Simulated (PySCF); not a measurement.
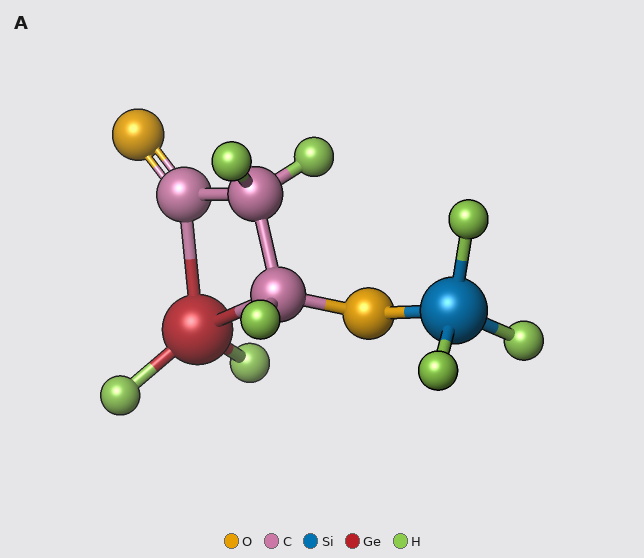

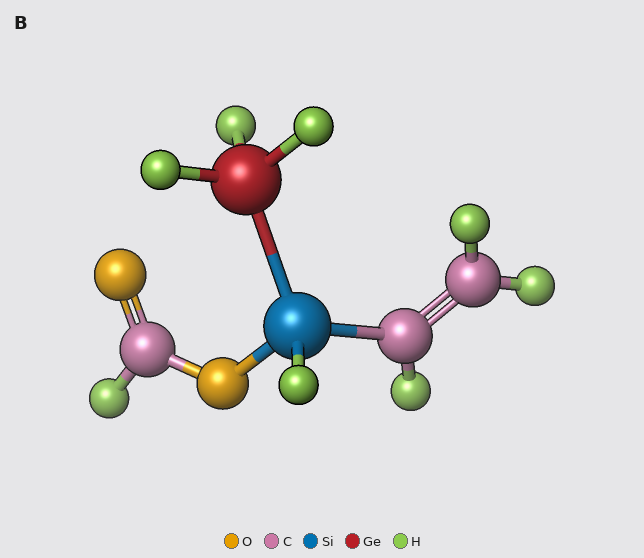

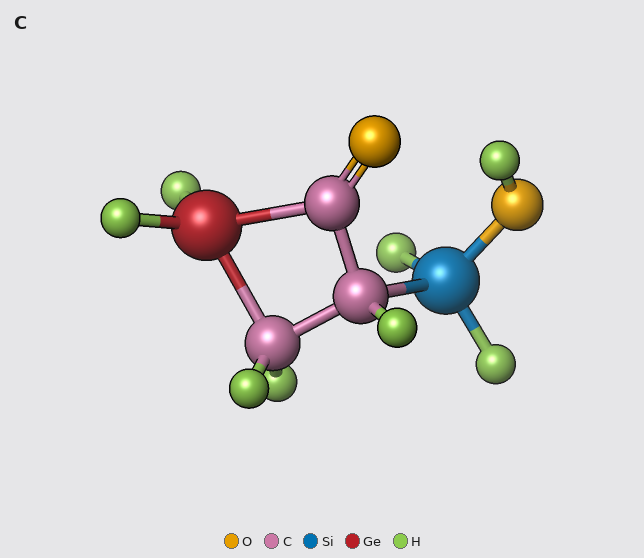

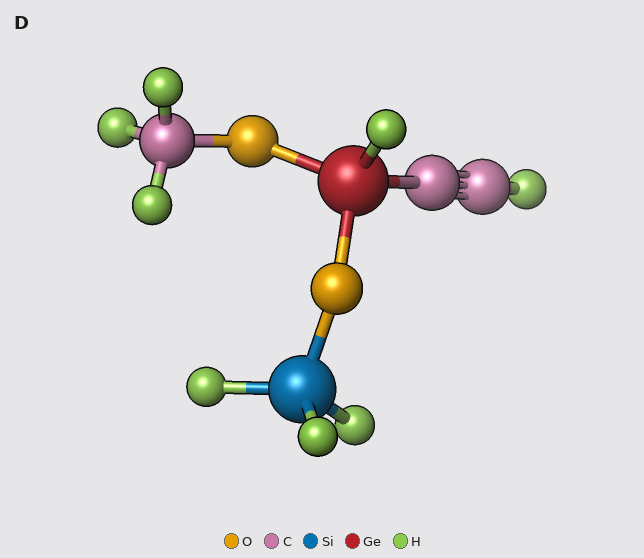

4 stationary structures of one formula. Geometries: GFN2-xTB. Electronic energies: ωB97X-D/def2-SVPD (PySCF 2.14.0), without zero-point energy. No frequency run is at hand to confirm each as a minimum. Each is one conformer, not always the lowest.

> Rank them by energy, lowest first.

B is lowest; C lies 3.1 kcal/mol above it, D lies 18.0 kcal/mol above it, A lies 28.9 kcal/mol above it. A is `O=[C]1C[C@H](O[SiH3])[GeH2]1`, B is `C=C[Si@@H]([GeH3])OC=O`, C is `O=[C]1[GeH2][CH2][C@H]1[SiH2]O`, D is `C#[C][Ge@@H]([O]C)[O][SiH3]`.

The geometry is semi-empirical. Around Ge, Si such bond lengths and angles can be off by a tenth of an ångström or more and by several degrees, and values that hang on the shape move with them.
